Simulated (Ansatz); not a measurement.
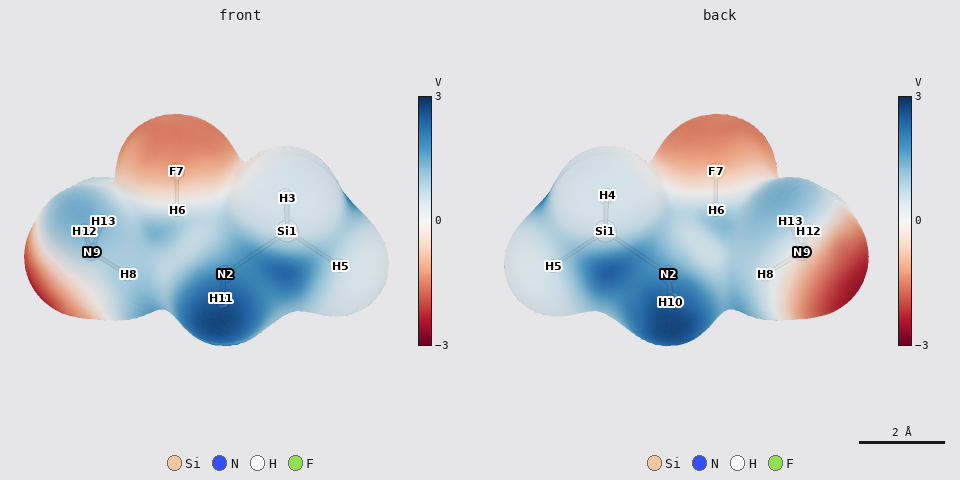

The picture shows: H5NSi···HF···NH3. The molecular electrostatic potential painted on the density surface at 0.004 e/bohr³, seen from the front and from behind; red is negative and blue positive.

Not at a stationary point (largest force 1.3 eV/Å).

Theory: UKS r2SCAN/def2-SVP (Ansatz 0.2.0).

```xyz
13

Si   -1.4250    0.9858   -1.0595
N    -0.6089   -0.5358   -0.5390
H    -0.4813    1.7132   -1.9457
H    -1.7673    1.7501    0.1675
H    -2.6873    0.7121   -1.8179
H     0.7744    0.4303    0.3212
F     1.1298    1.2736    0.4472
H     0.9633   -1.4315    0.9174
N     1.7125   -1.2791    1.5933
H    -1.2117   -1.1463    0.0155
H    -0.2655   -1.0916   -1.3245
H     2.4780   -0.8766    1.0510
H     1.3889   -0.5042    2.1735
```

**Describe the electrostatic potential map.**

The most negative region (about −2.5 V) lies over N9, the most positive (about +2.7 V) over H10 and H11. N9 is the likeliest acceptor of a hydrogen bond.
